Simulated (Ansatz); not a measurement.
# CH6B− ([BMeH3]-): levels of theory compared

Wanted: a comparison of 3 runs (BHLYP/STO-3G, UB3LYP/STO-3G, UMP2/STO-3G) of CH6B− ([BMeH3]-). 

The calculation is run with Ansatz 0.2.0.

1 further run of the same task is left out (it didn't finish).

### 1 The system as given

CH6B− has 8 atoms, charge -1, and is taken as a singlet. As SMILES, `[H][B-]([H])([H])C`. The H4–C2 distance was set to 1.370 Å, away from the relaxed value.

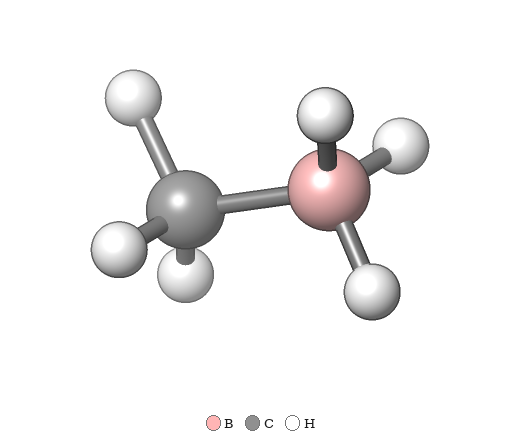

Viewed from a chosen angle; boron pink, carbon grey, hydrogen white.

### 2 The energy at BHLYP/STO-3G (run 1)

job.yaml

```yaml
crystal:
  periodic: [false, false, false]
  atoms:
    - {symbol: B, position_ang: [-0.139119, -0.210155, -0.924276]}
    - {symbol: C, position_ang: [-0.134839, -0.216035, 0.724824]}
    - {symbol: H, position_ang: [-1.147179, -0.171285, 1.141284]}
    - {symbol: H, position_ang: [0.550190, 0.849940, 1.244930]}
    - {symbol: H, position_ang: [0.332651, -1.118545, 1.134874]}
    - {symbol: H, position_ang: [1.014451, -0.248425, -1.353126]}
    - {symbol: H, position_ang: [-0.683149, 0.811045, -1.344286]}
    - {symbol: H, position_ang: [-0.752009, -1.188835, -1.352326]}
basis:
  gaussian:
    orbitals: STO-3G
hamiltonian:
  xc: {name: BHLYP}
accuracy: high
total_charge: -1
```

Launch:

```
$ ansatz run job.yaml --threads 1 --pin off --max-ram 2610MiB --events-out events.jsonl --progress --plain --runs-dir runs
```

What it wrote:

```text
Warning: RAYON_NUM_THREADS=1 ignored (pool sized by the plan → 1); use --threads N
Functional definition: BHLYP
  name "BHLYP"
  parameter a = 0.5
  exchange = (1 - a)*b88_x + a*exact_x
  correlation = lyp_c
278 factors; integrals over basis functions are off by at most 1.7e-8 eV
mean field evaluation 1: about -1784.2249 eV, gradient 1.7e1 eV
mean field evaluation 2: about -1784.9606 eV, gradient 1.0e1 eV
mean field evaluation 4: about -1785.2742 eV, gradient 1.6e-1 eV
mean field evaluation 8: about -1785.2570 eV, gradient 2.3e-4 eV
mean field -1785.25696077 eV, -65.6069832177 hartree, gradient 9.1e-9 eV, S^2 0.000000; 0 other end points of the search recorded, 0 dependent functions left out
reference -1785.25697951 eV, -65.6069839063 hartree; 9, 9 occupied and 7, 7 virtual orbitals, 278 factors
Total energy: -1785.25697951 eV, -65.6069839063 hartree
```

Run time: 0.88 s. Hardware: 1 thread of Arm Neoverse V2, shared host; peak memory 0.093 GiB.

### 3 The energy at UB3LYP/STO-3G (run 2)

molecule.yaml

```yaml
crystal:
  periodic: [false, false, false]
  atoms:
    - {symbol: B, position_ang: [-0.139119, -0.210155, -0.924276]}
    - {symbol: C, position_ang: [-0.134839, -0.216035, 0.724824]}
    - {symbol: H, position_ang: [-1.147179, -0.171285, 1.141284]}
    - {symbol: H, position_ang: [0.550190, 0.849940, 1.244930]}
    - {symbol: H, position_ang: [0.332651, -1.118545, 1.134874]}
    - {symbol: H, position_ang: [1.014451, -0.248425, -1.353126]}
    - {symbol: H, position_ang: [-0.683149, 0.811045, -1.344286]}
    - {symbol: H, position_ang: [-0.752009, -1.188835, -1.352326]}
basis:
  gaussian:
    orbitals: STO-3G
total_charge: -1
magnetization:
  spin_polarized: true
hamiltonian:
  xc: {name: B3LYP}
accuracy: high
```

Launch:

```
$ ansatz run molecule.yaml --threads 1 --pin off --max-ram 2610MiB --events-out events.jsonl --progress --plain --runs-dir runs
```

What it wrote:

```text
Warning: RAYON_NUM_THREADS=1 ignored (pool sized by the plan → 1); use --threads N
Functional definition: B3LYP
  name "B3LYP"
  parameter a0 = 0.2
  parameter ax = 0.72
  parameter ac = 0.81
  exchange = (1 - a0 - ax)*slater_x + ax*b88_x + a0*exact_x
  correlation = (1 - ac)*vwn_rpa_c + ac*lyp_c
278 factors; integrals over basis functions are off by at most 1.7e-8 eV
mean field evaluation 1: about -1785.9564 eV, gradient 1.3e1 eV
mean field evaluation 2: about -1786.0574 eV, gradient 1.3e1 eV
mean field evaluation 4: about -1787.0302 eV, gradient 2.2e-1 eV
mean field evaluation 8: about -1786.9601 eV, gradient 9.1e-4 eV
mean field -1786.96010140 eV, -65.6695724815 hartree, gradient 6.3e-8 eV, S^2 0.000000; 0 other end points of the search recorded, 0 dependent functions left out
reference -1786.96012875 eV, -65.6695734863 hartree; 9, 9 occupied and 7, 7 virtual orbitals, 278 factors
Total energy: -1786.96012875 eV, -65.6695734863 hartree
```

Wall time 1.6 s (1 thread of Arm Neoverse V2, shared host); peak memory 0.13 GiB.

### 4 A single-point energy at UMP2/STO-3G (run 3)

in.yaml

```yaml
crystal:
  periodic: [false, false, false]
  atoms:
    - {symbol: B, position_ang: [-0.139119, -0.210155, -0.924276]}
    - {symbol: C, position_ang: [-0.134839, -0.216035, 0.724824]}
    - {symbol: H, position_ang: [-1.147179, -0.171285, 1.141284]}
    - {symbol: H, position_ang: [0.550190, 0.849940, 1.244930]}
    - {symbol: H, position_ang: [0.332651, -1.118545, 1.134874]}
    - {symbol: H, position_ang: [1.014451, -0.248425, -1.353126]}
    - {symbol: H, position_ang: [-0.683149, 0.811045, -1.344286]}
    - {symbol: H, position_ang: [-0.752009, -1.188835, -1.352326]}
basis:
  gaussian:
    orbitals: STO-3G
total_charge: -1
magnetization:
  spin_polarized: true
  initial_magnetization: 0
correlation:
  method: mp2
  frozen_orbitals: {B: 1, C: 1, H: 0}
accuracy: high
```

Launch:

```
$ ansatz run in.yaml --threads 1 --pin off --max-ram 2610MiB --events-out events.jsonl --progress --plain --runs-dir runs
```

What it wrote:

```text
Warning: RAYON_NUM_THREADS=1 ignored (pool sized by the plan → 1); use --threads N
Functional definition: HF
  name "HF"
  exchange = exact_x
  correlation = 0
278 factors; integrals over basis functions are off by at most 1.7e-8 eV
mean field evaluation 1: about -1770.0268 eV, gradient 1.3e1 eV
mean field evaluation 2: about -1770.1181 eV, gradient 1.2e1 eV
mean field evaluation 4: about -1771.3972 eV, gradient 8.9e-1 eV
mean field evaluation 8: about -1771.4030 eV, gradient 1.7e-6 eV
mean field -1771.40304435 eV, -65.0978611799 hartree, gradient 6.7e-8 eV, S^2 0.000000; 0 other end points of the search recorded, 0 dependent functions left out
2 core orbitals not correlated: weight in the atoms' cores, before any rotation towards them, 1.000 or more for the frozen orbitals, at most 0.000 for the correlated occupied ones
reference -1771.40304435 eV, -65.0978611799 hartree; 7, 7 occupied and 7, 7 virtual orbitals, 278 factors
second order -2.85287560 eV of doubles, -0.00000000 eV of singles
Total energy: -1774.25591996 eV, -65.2027024246 hartree
```

Wall time 0.08 s (1 thread of Arm Neoverse V2, shared host).

### 5 All runs side by side

| run | level | frozen core orbitals | energy (Eh) | wall time |
| --- | --- | --- | --- | --- |
| 1 | BHLYP/STO-3G | – | -65.606984 | 0.88 s |
| 2 | UB3LYP/STO-3G | – | -65.669573 | 1.6 s |
| 3 | UMP2/STO-3G | 2 | -65.202702 | 0.08 s |

### 6 Results

```
                                          quantity         value
                               run 3: total energy  -65.20270 Eh
run 3: correlation energy (2 core orbitals frozen)    -104.8 mEh
```

What this shows: Totals of different functionals can't be ranked against each other. In runs 1, 2, 3 the basis is minimal, so the values are rough. All runs together took 2.6 s, the longest 1.6 s.
